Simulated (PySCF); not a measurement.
SMILES Cc1ccc(C)cc1 (C8H10) at its GFN2-xTB optimised geometry (Å):

```
18

C     -1.4901    -2.4888     0.0218
C     -0.7205    -1.2025     0.0000
C      0.6682    -1.2025     0.0000
C      1.3777    -0.0158    -0.0010
C      0.7206     1.2075    -0.0021
C      1.4894     2.4943     0.0175
C     -0.6682     1.2075    -0.0010
C     -1.3777     0.0209     0.0000
H     -0.9305    -3.2843    -0.4652
H     -1.6800    -2.7925     1.0522
H     -2.4500    -2.3754    -0.4771
H      1.2006    -2.1434    -0.0021
H      2.4586    -0.0396    -0.0039
H      0.9368     3.2843    -0.4862
H      1.6636     2.8092     1.0473
H      2.4566     2.3761    -0.4659
H     -1.2006     2.1485    -0.0040
H     -2.4586     0.0446    -0.0022
```

Computed with PBE0/def2-SVP run with PySCF. Cells within 0.4 Å of a nucleus heavier than hydrogen are left out (blank, or x).

Map of the electrostatic potential (hartree/e), clipped to [-0.08, 0.12] on the plane z = 0.0 Å:

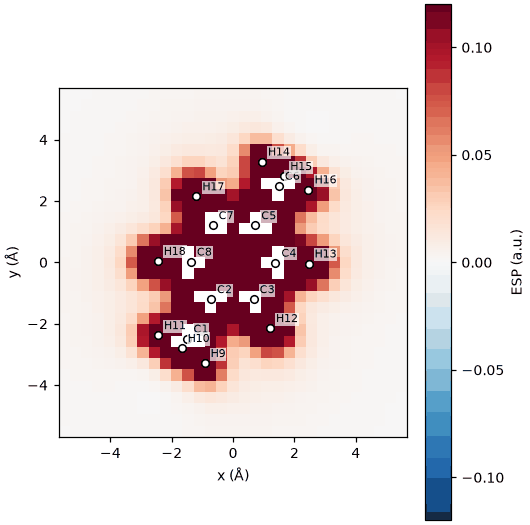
*Electrostatic potential (hartree/e), clipped to [-0.08, 0.12] on the plane z = 0.0 Å.*
